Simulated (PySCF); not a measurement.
# [Lu(SH)2]+: shape, vibrations and bonding

What shape and bonds does [Lu(SH)2]+ have? It is relaxed from a template within its point group. The species was built from a template and needn't be a known compound.

The runs use PySCF 2.14.0; PBE0, Lu lcecp-1-SVP with ECP60, S def2-SVP, H def2-SVP; scalar-relativistic core potentials, no spin–orbit coupling.

1 further run of the same task is left out (for a known fault of the program).

## Step 1: The system as given

5 atoms, charge 1, spin multiplicity 1.

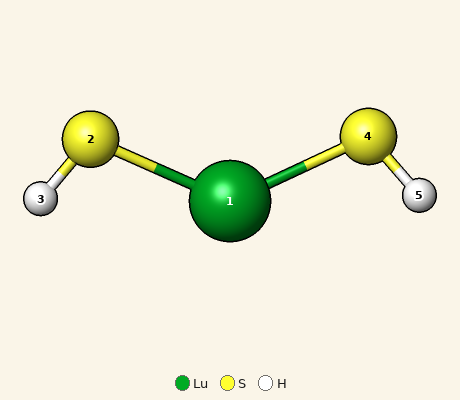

Start geometry, drawn with lutetium green, sulfur yellow, hydrogen white; atoms are numbered from 1 in the order of the file.

Coordinates:

```xyz
5

Lu    0.0000    0.0000    0.0000
S     2.4149    0.0000    1.0808
H     3.2291   -0.3365    0.0694
S    -2.4149    0.0000    1.0808
H    -3.2291    0.3365    0.0694
```

Formal oxidation states: Lu +3. Each metal's 14 4f electrons lie in its core potential, so multiplicities, spins and levels count the valence alone.

## Step 2: SCF at the start, singlet

Contents of run.py (the lines that set the calculation):

```python
mol = gto.M(atom='''
Lu     0.00000     0.00000     0.00000
S      2.41490     0.00000     1.08080
H      3.22910    -0.33650     0.06940
S     -2.41490     0.00000     1.08080
H     -3.22910     0.33650     0.06940''',
    basis={'Lu': 'lcecp-1-SVP', 'S': 'def2-SVP', 'H': 'def2-SVP'},
    ecp={'Lu': 'lcecp-1-SVP'},
    charge=1, spin=0)
mf = dft.RKS(mol, xc='PBE0')
mf.grids.atom_grid = (50, 194)  # f atoms: unpruned, at least (60, 302)
mf = mf.density_fit()  # fitting sets: Lu AutoAux, S def2-universal-JKFIT, H def2-universal-JKFIT
mf.conv_tol = 1e-08; mf.max_cycle = 55
mf.kernel(dm0)  # dm0: free metal ions and neutral atoms
```

Started as:

```
OMP_NUM_THREADS=2 python run.py
```

Standard output:

```text
init E= -837.078684969785
  HOMO = -0.482632514114326  LUMO = -0.338691820547048  gap/eV = 3.91683
cycle= 1 E= -836.760773900371  delta_E= 0.318  |g|= 0.44  |ddm|= 2.55
  HOMO = -0.37612393773192  LUMO = -0.357387375713797  gap/eV = 0.50985
cycle= 2 E= -836.456484436141  delta_E= 0.304  |g|= 1.02  |ddm|= 2.12
  HOMO = -0.418933442800917  LUMO = -0.296292478965928  gap/eV = 3.33723
cycle= 3 E= -836.832949337277  delta_E= -0.376  |g|= 0.137  |ddm|= 1.59
  HOMO = -0.430829532584329  LUMO = -0.317788387254335  gap/eV = 3.07601
cycle= 4 E= -836.839773902946  delta_E= -0.00682  |g|= 0.0401  |ddm|= 0.279
  HOMO = -0.432831414852616  LUMO = -0.314906844173166  gap/eV = 3.20889
cycle= 5 E= -836.840401565398  delta_E= -0.000628  |g|= 0.00549  |ddm|= 0.0587
  HOMO = -0.432462130547551  LUMO = -0.313655780242293  gap/eV = 3.23289
cycle= 6 E= -836.840414225123  delta_E= -1.27e-05  |g|= 0.00082  |ddm|= 0.0104
  HOMO = -0.432506061892216  LUMO = -0.313606346459288  gap/eV = 3.23543
cycle= 7 E= -836.840414653563  delta_E= -4.28e-07  |g|= 0.000217  |ddm|= 0.00212
  HOMO = -0.432508178267752  LUMO = -0.313616048820961  gap/eV = 3.23522
cycle= 8 E= -836.840414691376  delta_E= -3.78e-08  |g|= 6.47e-05  |ddm|= 0.000629
  HOMO = -0.432504729601386  LUMO = -0.313624462035527  gap/eV = 3.23490
cycle= 9 E= -836.840414696217  delta_E= -4.84e-09  |g|= 7.96e-06  |ddm|= 0.000268
  HOMO = -0.432503711990347  LUMO = -0.313623244981518  gap/eV = 3.23490
Extra cycle  E= -836.840414696311  delta_E= -9.45e-11  |g|= 4.7e-06  |ddm|= 3.79e-05
converged SCF energy = -836.840414696311
```

It took 2.2 s on 2 threads of Arm Neoverse V2, shared host; peak memory 0.41 GiB.

It gives: E = -836.840415 Eh, HOMO -11.77 eV, LUMO -8.53 eV, Mulliken charge on Lu1 +1.23 e. 

## Step 3: Relaxation, singlet

Steps are kept in the start's point group, C2.

Contents of run.py (the lines that set the calculation):

```python
mol = gto.M(atom='''
Lu     0.00000     0.00000    -0.28747
S      2.41490     0.00000     0.79333
H      3.22910    -0.33650    -0.21807
S     -2.41490     0.00000     0.79333
H     -3.22910     0.33650    -0.21807''',
    basis={'Lu': 'lcecp-1-SVP', 'S': 'def2-SVP', 'H': 'def2-SVP'},
    ecp={'Lu': 'lcecp-1-SVP'},
    charge=1, spin=0)
mf = dft.RKS(mol, xc='PBE0')
mf.grids.atom_grid = (50, 194)  # f atoms: unpruned, at least (60, 302)
mf = mf.density_fit()  # fitting sets: Lu AutoAux, S def2-universal-JKFIT, H def2-universal-JKFIT
mf.conv_tol = 1e-08; mf.max_cycle = 55
mf.kernel(dm0)  # dm0: an SCF of this state at this start
# quasi-Newton relaxation in Cartesian coordinates to a largest gradient under 0.00045 Eh/bohr, steps kept in the point group
```

Started as:

```
OMP_NUM_THREADS=2 python run.py
```

The driver keeps no SCF log for this step, only its results.

Run time: 23 s. Hardware: 2 threads of Arm Neoverse V2, shared host.

Along the way:

| step | energy from step 1 (eV) | largest force component (eV/Å) |
| --- | --- | --- |
| 1 | 0.0000 | 1.8534 |
| 2 | -0.2862 | 0.9720 |
| 3 | -0.4835 | 0.7281 |
| 4 | -0.5642 | 0.5712 |
| 5 | -0.6505 | 0.3581 |
| 6 | -0.6643 | 0.0813 |
| 7 | -0.6661 | 0.0257 |
| 8 | -0.6663 | 0.0403 |
| 9 | -0.6666 | 0.0330 |
| 10 | -0.6670 | 0.0206 |
| 11 | -0.6670 | 0.0103 |

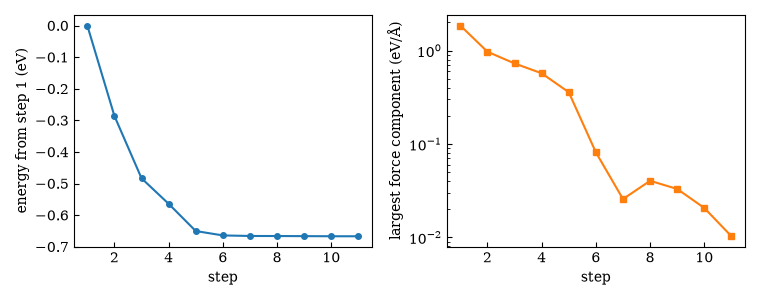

Energy and largest force along the relaxation.

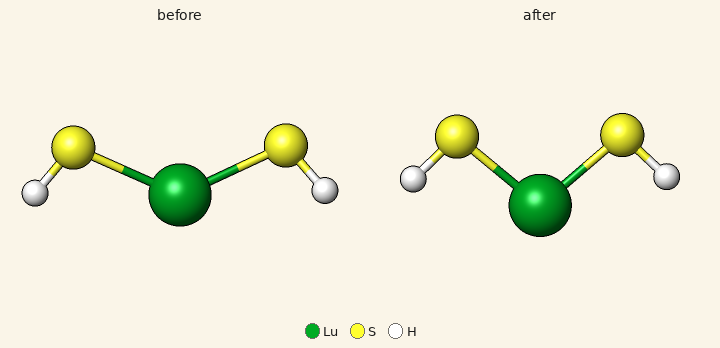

Before and after, at one scale.

Close pairs (by a distance rule), those that changed most:

| bond | before (Å) | after (Å) | change (Å) |
| --- | --- | --- | --- |
| Lu1–S2 | 2.646 | 2.427 | -0.219 |
| Lu1–S4 | 2.646 | 2.427 | -0.219 |
| S2–H3 | 1.341 | 1.359 | +0.018 |
| S4–H5 | 1.341 | 1.359 | +0.018 |

It ends in C2 at E = -836.864927 Eh.

| atom | x (Å) | y (Å) | z (Å) |
| --- | --- | --- | --- |
| Lu1 | 0.0000 | 0.0000 | -0.6941 |
| S2 | 1.8645 | -0.0692 | 0.8583 |
| H3 | 2.8327 | -0.2434 | -0.0798 |
| S4 | -1.8645 | 0.0692 | 0.8583 |
| H5 | -2.8327 | 0.2434 | -0.0798 |

## Step 4: The relaxed geometry turned into its symmetry frame

Contents of run.py (the lines that set the calculation):

```python
mol = gto.M(atom='''
Lu     0.00000     0.00000    -0.41721
S      1.86446    -0.06922     1.13520
H      2.83272    -0.24343     0.19710
S     -1.86446     0.06922     1.13520
H     -2.83272     0.24343     0.19710''',
    basis={'Lu': 'lcecp-1-SVP', 'S': 'def2-SVP', 'H': 'def2-SVP'},
    ecp={'Lu': 'lcecp-1-SVP'},
    charge=1, spin=0)
mf = dft.RKS(mol, xc='PBE0')
mf.grids.atom_grid = (50, 194)  # f atoms: unpruned, at least (60, 302)
mf = mf.density_fit()  # fitting sets: Lu AutoAux, S def2-universal-JKFIT, H def2-universal-JKFIT
mf.conv_tol = 1e-08; mf.max_cycle = 55
mf.kernel(dm0)  # dm0: free metal ions and neutral atoms
```

Started as:

```
OMP_NUM_THREADS=2 python run.py
```

Standard output:

```text
init E= -837.193434003137
  HOMO = -0.509021780244914  LUMO = -0.329377835937198  gap/eV = 4.88836
cycle= 1 E= -836.78965053433  delta_E= 0.404  |g|= 0.46  |ddm|= 2.63
  HOMO = -0.388415061408061  LUMO = -0.310466527580612  gap/eV = 2.12109
cycle= 2 E= -836.662991962667  delta_E= 0.127  |g|= 0.767  |ddm|= 1.68
  HOMO = -0.443451663016815  LUMO = -0.272031579566701  gap/eV = 4.66458
cycle= 3 E= -836.857025347876  delta_E= -0.194  |g|= 0.14  |ddm|= 1.25
  HOMO = -0.449753997884997  LUMO = -0.290568958207295  gap/eV = 4.33165
cycle= 4 E= -836.86453407646  delta_E= -0.00751  |g|= 0.0329  |ddm|= 0.277
  HOMO = -0.450780141971264  LUMO = -0.288469289464604  gap/eV = 4.41670
cycle= 5 E= -836.864918056236  delta_E= -0.000384  |g|= 0.00489  |ddm|= 0.0495
  HOMO = -0.450488779896576  LUMO = -0.287706304490268  gap/eV = 4.42954
cycle= 6 E= -836.864926524147  delta_E= -8.47e-06  |g|= 0.000488  |ddm|= 0.00763
  HOMO = -0.450524427942876  LUMO = -0.287657847179037  gap/eV = 4.43183
cycle= 7 E= -836.864926647011  delta_E= -1.23e-07  |g|= 0.000188  |ddm|= 0.00145
  HOMO = -0.450520841661825  LUMO = -0.287668473471729  gap/eV = 4.43144
cycle= 8 E= -836.864926662605  delta_E= -1.56e-08  |g|= 3.33e-05  |ddm|= 0.00031
  HOMO = -0.450518246838618  LUMO = -0.287671505354492  gap/eV = 4.43129
cycle= 9 E= -836.864926663358  delta_E= -7.53e-10  |g|= 3.72e-06  |ddm|= 9.4e-05
  HOMO = -0.450518087991978  LUMO = -0.287670541754473  gap/eV = 4.43131
Extra cycle  E= -836.864926663357  delta_E= 4.55e-13  |g|= 4.75e-06  |ddm|= 1.75e-05
converged SCF energy = -836.864926663357
```

Wall time 0.9 s (2 threads of Arm Neoverse V2, shared host).

It gives: E = -836.864927 Eh, HOMO -12.26 eV, LUMO -7.83 eV, Mulliken charge on Lu1 +1.04 e. 

## Step 5: Harmonic vibrations

run.py (the lines that set the calculation), as its differences from that of step 4:

```diff
@@ -12,3 +12,4 @@
 mf = mf.density_fit()  # fitting sets: Lu AutoAux, S def2-universal-JKFIT, H def2-universal-JKFIT
-mf.conv_tol = 1e-08; mf.max_cycle = 55
-mf.kernel(dm0)  # dm0: free metal ions and neutral atoms
+mf.conv_tol = 1e-10; mf.max_cycle = 55
+mf.kernel(dm0)  # dm0: the density of the relaxed state
+# Hessian and dipole derivatives by central differences of gradients, 0.02 bohr
```

Started as:

```
OMP_NUM_THREADS=2 python run.py
```

No log is kept here; the results follow.

Wall time 29 s (2 threads of Arm Neoverse V2, shared host).

Point group C2; negative numbers are unstable modes, and those under 60 cm⁻¹ are near the numerical noise:

| cm⁻¹ | km/mol | symmetry |
| --- | --- | --- |
| 77 | 0.3 | a |
| 109 | 0.7 | a |
| 203 | 61.6 | b |
| 345 | 6.5 | a |
| 358 | 24.2 | b |
| 415 | 67.1 | b |
| 442 | 1.7 | a |
| 2660 | 0.2 | a |
| 2660 | 34.4 | b |

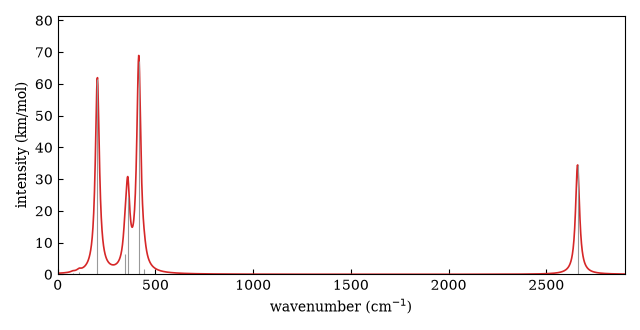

The infrared spectrum from the harmonic lines. Lines are broadened to a width of 25 cm⁻¹ (Lorentzian).

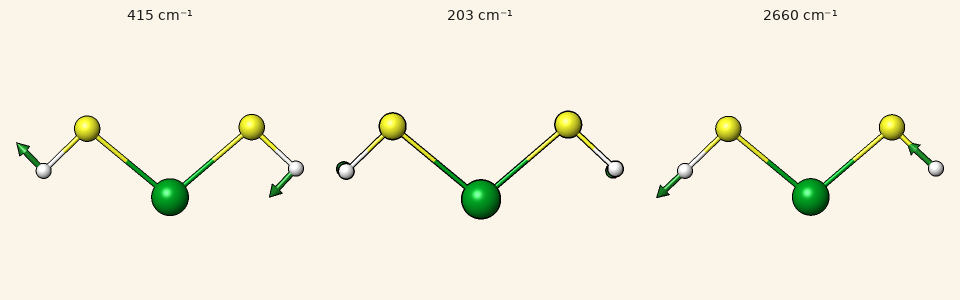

How the atoms move in 3 of the modes.

## Step 6: Properties on a finer grid

Contents of run.py (the lines that set the calculation):

```python
mol = gto.M(atom='''
Lu     0.00000     0.00000    -0.69407
S      1.86446    -0.06922     0.85834
H      2.83272    -0.24343    -0.07977
S     -1.86446     0.06922     0.85834
H     -2.83272     0.24343    -0.07977''',
    basis={'Lu': 'lcecp-1-SVP', 'S': 'def2-SVP', 'H': 'def2-SVP'},
    ecp={'Lu': 'lcecp-1-SVP'},
    charge=1, spin=0)
mf = dft.RKS(mol, xc='PBE0')
mf.grids.atom_grid = (75, 302)  # f atoms: unpruned, at least (60, 302)
mf = mf.density_fit()  # fitting sets: Lu AutoAux, S def2-universal-JKFIT, H def2-universal-JKFIT
mf.conv_tol = 1e-09; mf.max_cycle = 55
mf.kernel(dm0)  # dm0: the density of the relaxed state
```

Started as:

```
OMP_NUM_THREADS=2 python run.py
```

Standard output:

```text
init E= -836.864923349041
  HOMO = -0.450516130845315  LUMO = -0.287674174011038  gap/eV = 4.43116
cycle= 1 E= -836.864923349425  delta_E= -3.85e-10  |g|= 2.62e-05  |ddm|= 9.45e-05
  HOMO = -0.450518329838285  LUMO = -0.287669409095468  gap/eV = 4.43134
Extra cycle  E= -836.864923349032  delta_E= 3.93e-10  |g|= 4.14e-05  |ddm|= 9.9e-05
converged SCF energy = -836.864923349032
```

Wall time 7.1 s (2 threads of Arm Neoverse V2, shared host).

Result: E = -836.864923 Eh, HOMO -12.26 eV, LUMO -7.83 eV, Mulliken charge on Lu1 +1.04 e, largest force component 0.011 eV/Å. 

Löwdin charges:

| atom | value (e) |
| --- | --- |
| Lu1 | 0.47 |
| S2 | 0.21 |
| H3 | 0.06 |
| S4 | 0.21 |
| H5 | 0.06 |

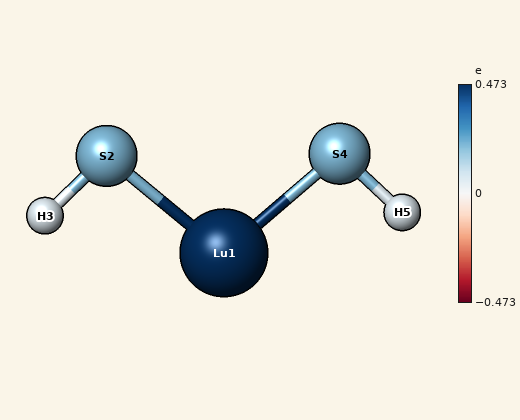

Löwdin charges, as colours on the atoms.

Mulliken charges: Lu1 +1.04, S2 -0.17, H3 +0.15, S4 -0.17, H5 +0.15 e.

Contacts (the nearest donor of each ligand) and Mayer bond orders:

| contact | distance (Å) | bond order |
| --- | --- | --- |
| Lu1–S2 (SH) | 2.427 | 1.48 |
| Lu1–S4 (SH) | 2.427 | 1.48 |

Mulliken populations of Lu1 outside the core potential: s 2.46, p 6.24, d 1.23, f 0.03.

The fields below are evaluated on a grid from the run's orbitals.

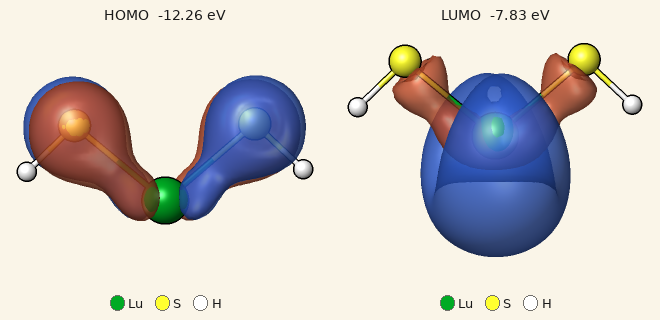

Frontier orbitals at PBE0; each surface holds 70 % of the orbital's density, blue and red mark the sign.

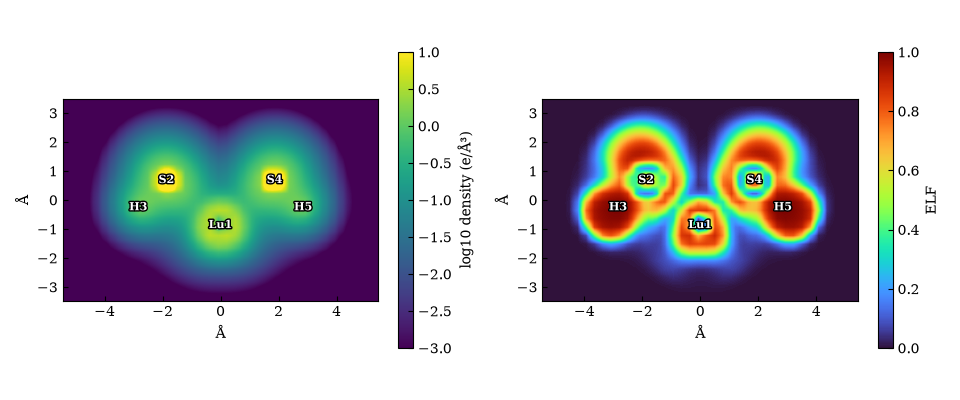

Density (left) and ELF (right) in a plane through or near 5 of the atoms.

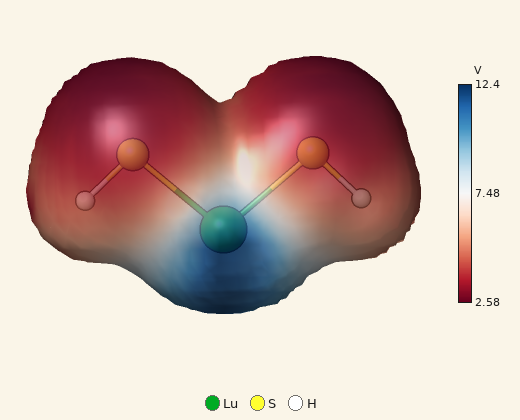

The potential that a unit positive charge feels on the 0.002 e/bohr³ surface, from 2.58 V near S2 to 12.37 V near Lu1.

## Step 7: Summary of results

| quantity | value |
| --- | --- |
| state and point group | singlet in the valence, C2 |
| modes | 77 to 2660 cm⁻¹, none unstable |
| strongest infrared band (modes within 1.5 cm⁻¹ summed) | 415 cm⁻¹ (67 km/mol) |
| zero-point energy | 0.451 eV |
| ideal gas, 298 K, 1 bar | S = 343.0, Cp = 82.2 J/(mol K) |
| metal–ligand contacts | 2.43 Å |
| frontier levels | HOMO -12.26 eV, LUMO -7.83 eV |
| dipole about the centre of mass | 7.04 D |
| mean polarisability | 9.8 Å³ |

In words: All modes are real, so the structure is a minimum. The metal carries +0.47 e by Löwdin's partition against a formal +3, and bond orders to the nearest donors reach 1.48. Both measures hang on the basis. One start shape was tried, so another isomer may lie lower. These are double-zeta-type bases without diffuse functions. Spin–orbit coupling is left out.
